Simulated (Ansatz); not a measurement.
Input

```
crystal:
  periodic: [false, false, false]
  atoms:
    - {symbol: C, position_ang: [-1.224419, 1.398286, -0.134736]}
    - {symbol: Ge, position_ang: [0.359761, 0.506917, 0.608897]}
    - {symbol: B, position_ang: [0.696994, -1.360199, -0.273633]}
    - {symbol: O, position_ang: [0.199755, -2.513220, 0.248026]}
    - {symbol: O, position_ang: [1.406000, -1.509823, -1.424307]}
    - {symbol: H, position_ang: [-1.375571, 2.365416, 0.345342]}
    - {symbol: H, position_ang: [-2.113340, 0.786450, 0.024121]}
    - {symbol: H, position_ang: [-1.102610, 1.556311, -1.207171]}
    - {symbol: H, position_ang: [0.158649, 0.356861, 2.134982]}
    - {symbol: H, position_ang: [1.577240, 1.437891, 0.404327]}
    - {symbol: H, position_ang: [-0.275167, -2.389077, 1.070524]}
    - {symbol: H, position_ang: [1.769709, -0.690912, -1.762474]}
basis:
  gaussian: {orbitals: def2-TZVPP}
hamiltonian: {xc: pbe0, dispersion: d4}
output: {orbitals: {seedname: orbitals}}
```

Run with:

```sh
ansatz run in.yaml --threads 4 --pin off --events-out ev --progress --plain --max-ram 10444MiB
```

Geometry: PBE0-D4/def2-TZVP.

Method: Ansatz 0.2.0, RKS PBE0-D4/def2-TZVPP.

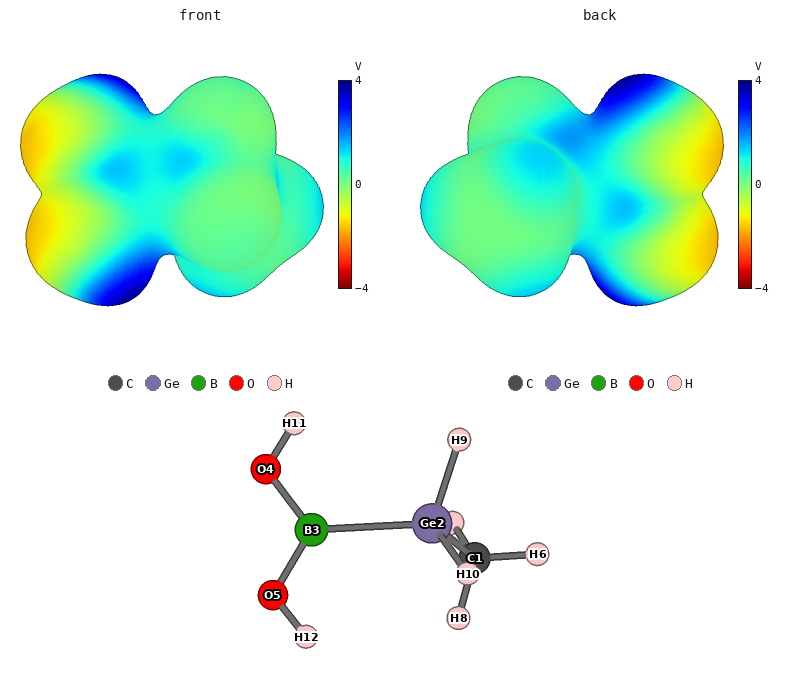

CH$_{7}$BGeO$_{2}$ (SMILES [CH3][GeH2][B](O)O). The molecular electrostatic potential painted on the density surface at 0.004 e/bohr³, seen from the front and from behind; the colour scale runs from red (negative) to blue (positive). The bare structure is drawn below in the same view.

Where is the surface potential most negative and most positive?

Answer. The most negative region (about −1.7 V, or −39 kcal/mol for a unit charge) lies over O4 and O5, the most positive (about +3.6 V, or +83 kcal/mol for a unit charge) over H11 and H12.
